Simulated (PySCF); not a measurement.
Al(Cl)2(OH)(OH2), H3AlCl2O2, singlet at its CAM-B3LYP/def2-SVP optimised geometry (Å):

```
8

Al    -0.5848    -0.2859     0.0000
Cl     1.5192    -0.2859     0.0000
Cl    -1.5192    -1.9592     0.9127
O     -1.4186     1.2115     0.0000
H     -1.2935     1.9592     0.5865
O     -1.2374    -0.5756    -1.8086
H     -1.7697     0.2325    -1.9402
H     -1.8268    -1.3449    -1.8695
```

Computed with PySCF 2.14.0 with CAM-B3LYP/def2-TZVP. Cells within 0.4 Å of a nucleus heavier than hydrogen are left out (blank, or x).

Map of the HOMO amplitude (bohr^(-3/2)) on the plane z = 0.0 Å; orbital energy -9.86 eV, overall sign arbitrary:

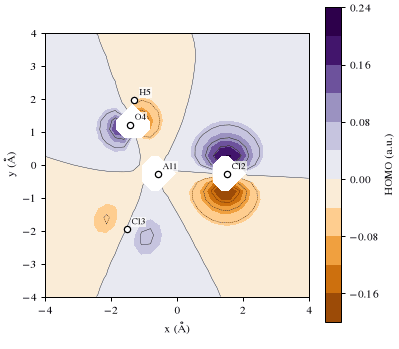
*HOMO amplitude (bohr^(-3/2)) on the plane z = 0.0 Å.*
